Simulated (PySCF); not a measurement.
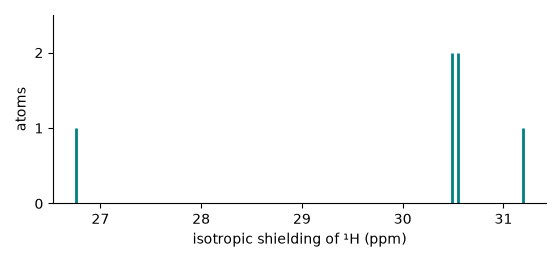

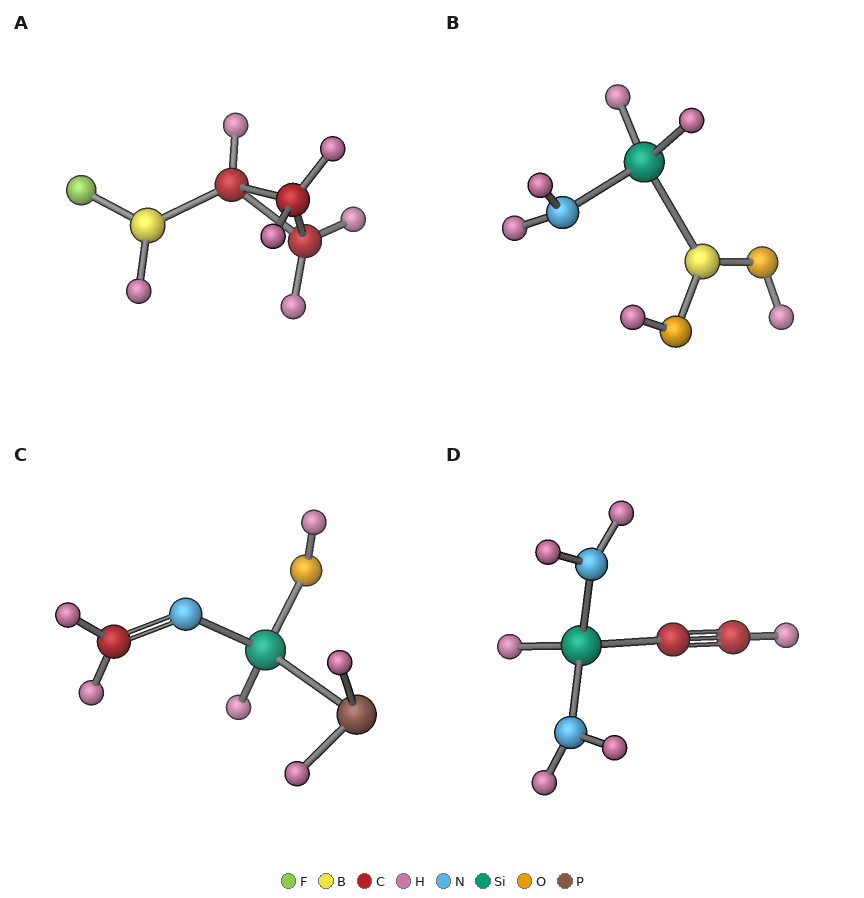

The sticks are computed shieldings of one of the molecules, for one fixed geometry (PBE0-D3(BJ)/def2-SVP) without averaging over rotations. Low shielding means a high chemical shift. Method: GIAO BLYP/pcSseg-2 NMR shielding, non-relativistic, gas phase (PySCF 2.14.0).

**Match the spectrum to a structure.**

A, `FBC1CC1`. Its 6 H atoms give lines at 26.75, 30.49 (2 atoms), 30.55 (2 atoms), 31.20 ppm.
